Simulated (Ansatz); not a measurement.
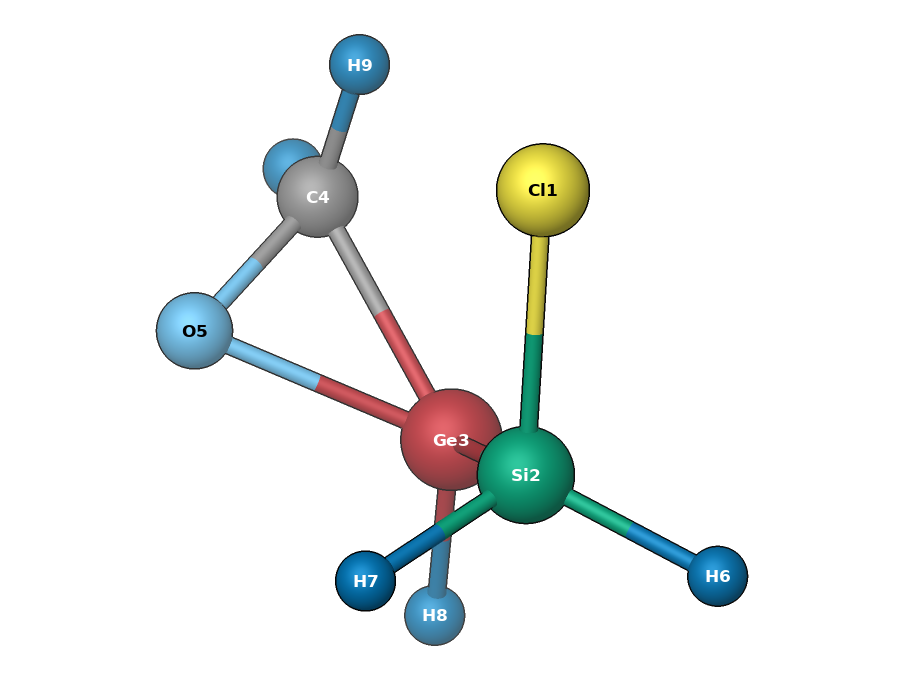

Ge3 lies behind Si2. The molecule seen a little off the Si2–Ge3 bond, Si2 in front. Depth is shown by fading: the farther an atom, the more it takes the colour of the background. The computed structure is the end point of a PBE-D4/def2-SVP optimisation. No frequency run is at hand to confirm it as a minimum.

What is the torsion angle Cl1–Si2–Ge3–O5? The sign is positive where the front bond must turn clockwise to cover the back bond.

Answer. −66°, synclinal (gauche).
